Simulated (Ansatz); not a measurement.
GeH4O2···H2

The calculation's input:

```
crystal:
  periodic: [false, false, false]
  atoms:
    - { symbol: Ge, position_ang: [0.0, 0.0, 0.0] }
    - { symbol: O, position_ang: [0.0, 0.0, 2.12] }
    - { symbol: H, position_ang: [-0.9095, -0.2814, 2.4571] }
    - { symbol: H, position_ang: [1.4616, 0.0, -0.5162] }
    - { symbol: H, position_ang: [-0.73, 1.2648, -0.5162] }
    - { symbol: O, position_ang: [-0.8337, -1.4443, -0.5894] }
    - { symbol: H, position_ang: [-1.2883, -1.91, 0.183] }
    - { symbol: H, position_ang: [0.6884, -1.615, 0.5833] }
    - { symbol: H, position_ang: [0.5338, -1.2523, 1.5265] }
basis:
  gaussian: { orbitals: def2-SVP }
hamiltonian:
  xc: pbe
relax:
  f_tol: 0.15
  max_steps: 25
  restrain:
    - { distance: [0, 7], at: 2.75, k: 30.0 }
    - { distance: [8, 1], at: 2.21, k: 30.0 }
    - { distance: [0, 1], at: 1.77, k: 30.0 }
    - { distance: [8, 7], at: 0.66, k: 30.0 }
output:
  orbitals: {}
```

Run with:

```sh
ansatz run input.yaml --threads 2 --pin off --max-ram 3072MiB --backend cpu --events-out ev --progress --plain --runs-dir out
```

The fields are those of the run's last geometry, not of the input's.

Not at a stationary point (largest force 2.0 eV/Å).

Computed with RKS PBE/def2-SVP in Ansatz 0.2.0.

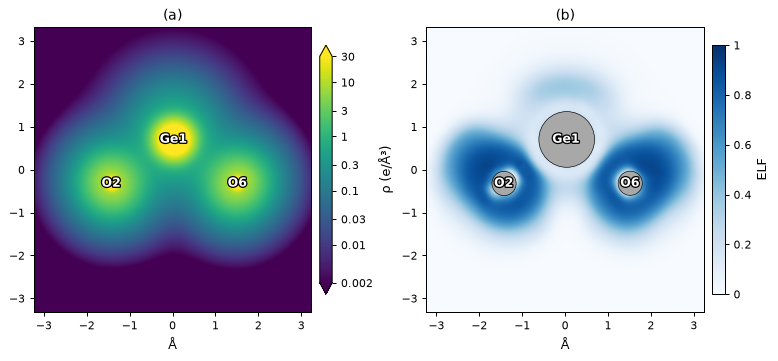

Figure 1. (a) electron density; (b) electron localisation function on the plane of atoms O2, Ge1 and O6. Grey discs cover the atomic cores in the ELF map.

Q: Interpret the plot.

A: The plane passes through Ge and O nuclei. Ge–O (1.79 Å): ρ is about 0.93 e/Å³ halfway; the ELF peaks at about 0.85 in the valence shell of O, 0.7 Å from its nucleus, and is about 0.30 at the midpoint. The ELF also peaks beside O6 and O2, away from the bonds: lone-pair regions.

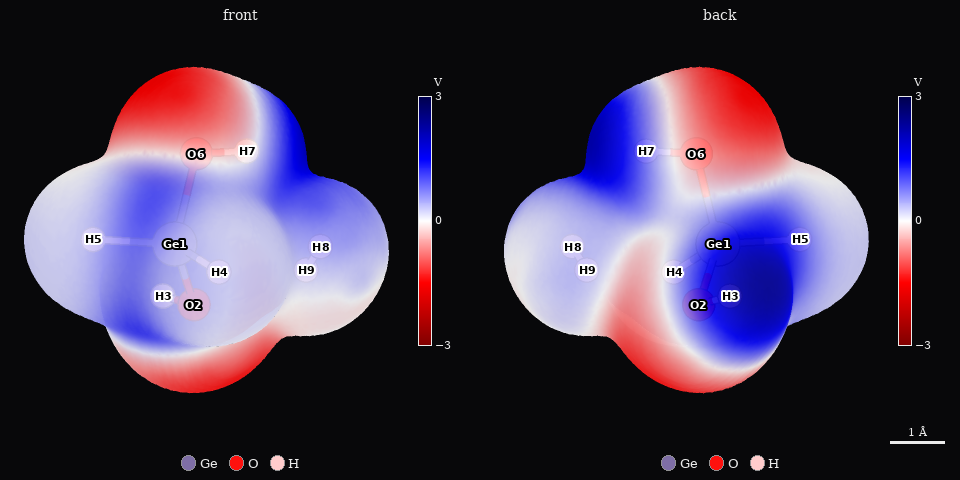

Figure 2. The electrostatic potential painted on the density surface at 0.002 e/bohr³, seen from the front and from behind; red is negative and blue positive.

Q: Where is the surface potential most negative and most positive?

A: The most negative region (about −1.5 V, or −35 kcal/mol for a unit charge) lies over O6, the most positive (about +2.3 V, or +53 kcal/mol for a unit charge) over H3. O6 is the likeliest acceptor of a hydrogen bond.

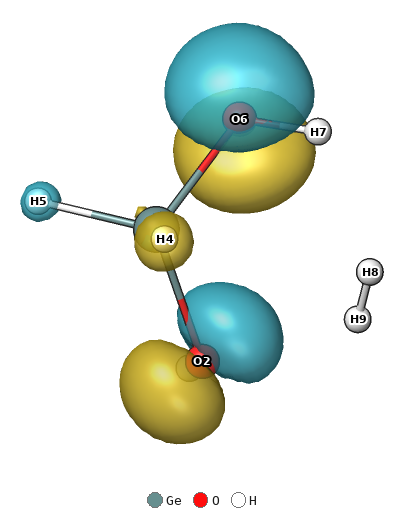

Figure 3. The HOMO at ±0.15 Å⁻³ᐟ² (yellow and cyan are the two phases), seen at a tilt.

Q: Describe this orbital and give its energy.

A: It lies mainly on O6 (about 55 %), O2 (about 25 %) and Ge1 (about 10 %). Its energy is −6.74 eV.
